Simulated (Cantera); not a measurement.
A closed system holds: 1 mol FeCl2, 0.042 mol O2, 75 mol H2, 0.047 mol H2O, equilibrated at 0.100 bar.

These are equilibrium values from Cantera (NASA tables, ideal gas, pure condensed phases), not measurements of a reactor. Candidate condensed phases: Fe, FeCl2, FeCl3, FeO, Fe(OH)2, Fe(OH)3, Fe2O3, Fe3O4, H2O; 22 gas species. Condensed phases not in the tables: FeOCl. The numbers say what is thermodynamically allowed, not how fast it happens.

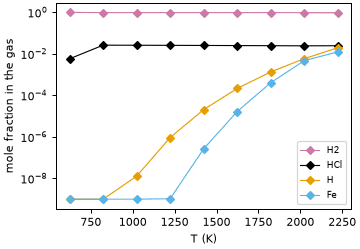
Figure: Equilibrium gas composition (values under 1e-9 drawn at 1e-9)

### Question
Read off the mole fractions at 1423 K.

### Answer
H2 about 0.97, HCl about 0.025, H about 2.1e-5, Fe about 2.7e-7.
